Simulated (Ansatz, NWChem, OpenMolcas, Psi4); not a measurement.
Computed against measured: dipole moment

6 molecules; the dipole moment in D, computed less measured. Shapes, held fixed at every level: PBE0-D4/def2-TZVP. No vibrational averaging. Dipoles are compared by magnitude; molecules under 1 D, whose direction can flip, are left out. Programs: Ansatz 0.2.0, NWChem 7.3.0, OpenMolcas 26.06, Psi4 1.11. A level may come from different programs for different species; with the same settings they agree closely. Measured values: NIST CCCBDB.

Levels: A = TPSS/6-311+G**; B = M06-2X/6-311+G**; C = wB97M-V/def2-TZVPP.

```tsv
molecule	measured	A	B	C
PF3 (SMILES FP(F)F)	1.03	+0.15	+0.46	+0.04
SiH2Cl2 (dichlorosilane (DCS))	1.13	+0.36	+0.60	0.00
SO2F2 (sulfuryl fluoride)	1.12	-0.21	-0.17	+0.04
C2H4F2 (1,1-difluoroethane)	2.27	+0.05	+0.21	-0.08
C2H5Cl (chloroethane)	2.05	+0.12	+0.18	-0.01
C3H4O (SMILES O=C1CC1)	2.67	+0.23	+0.40	+0.27
```

Question: Which level does best on this set, which worst, and which err to one side?

Answer: 
| level | kind | mean error | mean absolute error | worst case |
| --- | --- | --- | --- | --- |
| TPSS/6-311+G** | meta-GGA | +0.117 | 0.187 | SiH2Cl2 |
| M06-2X/6-311+G** | global hybrid | +0.280 | 0.337 | SiH2Cl2 |
| wB97M-V/def2-TZVPP | range-separated hybrid | +0.043 | 0.073 | C3H4O |

On this set wB97M-V/def2-TZVPP has the smallest mean absolute error and M06-2X/6-311+G** the largest. TPSS/6-311+G** is too high in 5 of 6; M06-2X/6-311+G** is too high in 5 of 6. The levels differ in basis as well as in method. The set is small.

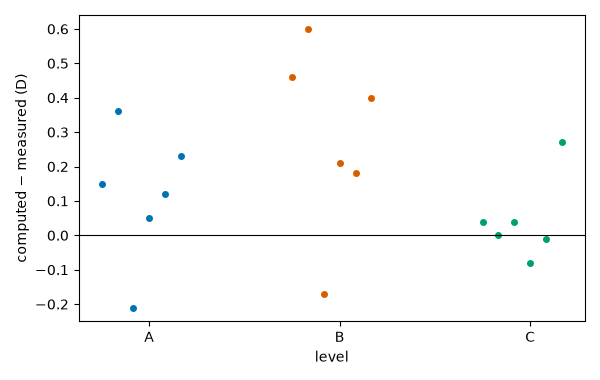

Errors of each level, one point a molecule.
